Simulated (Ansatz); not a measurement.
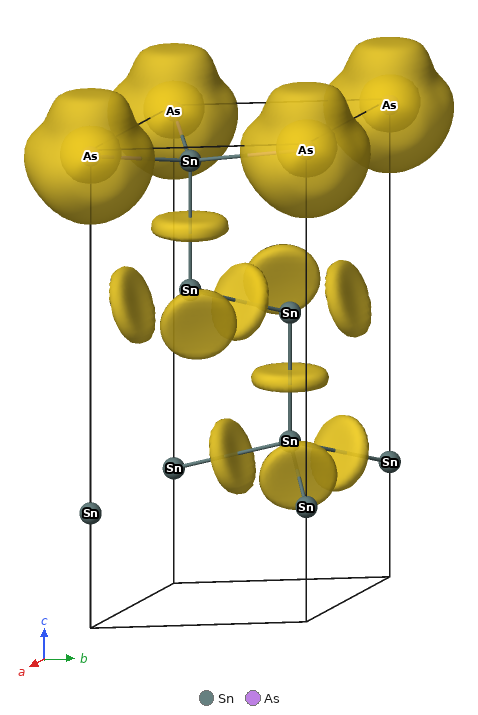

*Sn5As. Isosurface of the electron localisation function at 0.55 (yellow), seen slightly off an axis. Only the valence region is drawn (cores and ρ < 0.01 e/Å³ removed). Sticks mark near contacts.*

Space group P3m1; a generated structure, not necessarily the stable one; changed on purpose from its base cell (volume × 0.91, shape and atoms relaxed); computed pressure about 4 GPa in this cell; computed without spin polarisation.

Computed with Ansatz 0.2.0, DFT PBE, scalar-relativistic, plane waves, PAW.

Core electrons are frozen (PAW), and the valence fields are smoothed inside the atomic spheres.

```xyz
6
Lattice="4.6260 0.0000 0.0000 -2.3130 4.0062 0.0000 0.0000 0.0000 10.4153" Properties=species:S:1:pos:R:3 pbc="T T T"
Sn    2.3130    1.3354    6.9984
Sn    2.3130    1.3354    9.8144
Sn    0.0000    0.0000    2.5038
Sn    0.0000    2.6708    3.3254
Sn    0.0000    2.6708    6.1319
As    0.0000    0.0000   10.2832
```

Question: What do the ELF domains correspond to?

Answer: The surface consists of eight regions between bonded Sn–Sn atoms and one region on As in which the atom's valence shell and bonds are merged, counted in one cell of 6 atoms. Any copies at cell faces, edges or corners count once. Profiles from the grid: Sn–As (2.64 Å): the ELF peaks at about 0.75 between the atoms. Sn–Sn (2.79 Å): the ELF peaks at about 0.65 between the atoms.
